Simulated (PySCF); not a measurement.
# BH2F (SMILES [H]B([H])F) at PBE/STO-6G

What is the energy change on altering one bond length of BH2F at PBE/STO-6G? The job is set up through a Python script.

Program for the calculation: PySCF 2.14.0.

9 further runs of the same task are left out: 9 set aside as unsound or not needed.

## (1) Starting point

BH2F: 4 atoms, total charge 0, spin state singlet. SMILES: `[H]B([H])F`. The coordinates come from a GFN2-xTB relaxation.

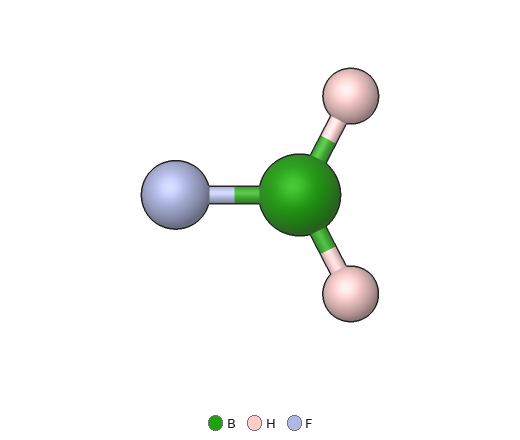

The structure, seen from a chosen angle (boron green, hydrogen pink, fluorine light blue).

## (2) The energy at PBE/STO-6G

The input, calc.py:

```python
from pyscf import gto, dft

mol = gto.Mole()
mol.atom = 'B 0.029990 0.049200 0.000600; H 1.198420 -0.033970 0.015630; H -0.578270 1.050180 -0.019450; F -0.650140 -1.065400 0.003230'
mol.max_memory = 1860
mol.basis = 'sto-6g'
mol.verbose = 3
mol.spin = 0
mol.build()

ks = dft.RKS(mol)
ks.xc = 'pbe'
ks.grids.level = 5
ks.conv_tol = 1e-10
ks.kernel()
if not ks.converged:
    ks = ks.newton().run(ks.mo_coeff, ks.mo_occ)

energy = ks.e_tot
print('E(%s) = %.9f' % ('PBE', energy))
```

Command:

```console
OMP_NUM_THREADS=1 python calc.py
```

Standard output:

```text
converged SCF energy = -125.20600898709
E(PBE) = -125.206008987
```

Run time: 1.7 s. Hardware: 1 thread of Intel Xeon Platinum 8488C (Sapphire Rapids), shared host; peak memory 0.17 GiB.

## (3) The distorted shape, same level

The input, input.py:

```python
from pyscf import gto, dft

system = gto.M(
    atom='''
B      0.286596    -0.285398     0.008714
H      2.494609    -0.442566     0.037116
H     -1.092772     1.984553    -0.036755
F     -0.998664    -2.391687     0.013684
''',
    verbose=3,
    max_memory=1860,
    spin=0,
    basis='sto-6g',
    unit='bohr',
)

myscf = dft.RKS(system, xc='pbe')
myscf.conv_tol = 1e-10
myscf.grids.level = 5
myscf.kernel()
if not myscf.converged:
    myscf = myscf.newton().run(myscf.mo_coeff, myscf.mo_occ)

e_tot = myscf.e_tot
print(f'total energy: {e_tot:.8f} hartree')
```

Command:

```console
OMP_NUM_THREADS=1 python input.py
```

Standard output:

```text
converged SCF energy = -125.187280726235
total energy: -125.18728073 hartree
```

Wall time 1.9 s (1 thread of Intel Xeon Platinum 8488C (Sapphire Rapids), shared host); peak memory 0.17 GiB.

## (4) What came out

Level: PBE/STO-6G.

```
                                                         quantity          value
                                        first shape: total energy  -125.20601 Eh
                                       first shape: dipole moment         0.49 D
                                         first shape: HOMO energy       -4.72 eV
                                         first shape: LUMO energy        1.00 eV
                                       first shape: HOMO–LUMO gap        5.72 eV
                                    distorted shape: total energy  -125.18728 Eh
                                   distorted shape: dipole moment         0.59 D
                                     distorted shape: HOMO energy       -4.59 eV
                                     distorted shape: LUMO energy        1.03 eV
                                   distorted shape: HOMO–LUMO gap        5.62 eV
energy change with the B1–H3 bond stretched from 1.171 to 1.406 Å       0.510 eV
```

With the B1–H3 bond stretched from 1.171 to 1.406 Å the energy rises by 0.51 eV (49.2 kJ/mol). The first shape isn't relaxed at this level, so the change isn't measured from a minimum. The minimal basis adds a large error of its own. Mulliken charges (distorted shape) run from -0.07 on H3 to +0.18 on B1.
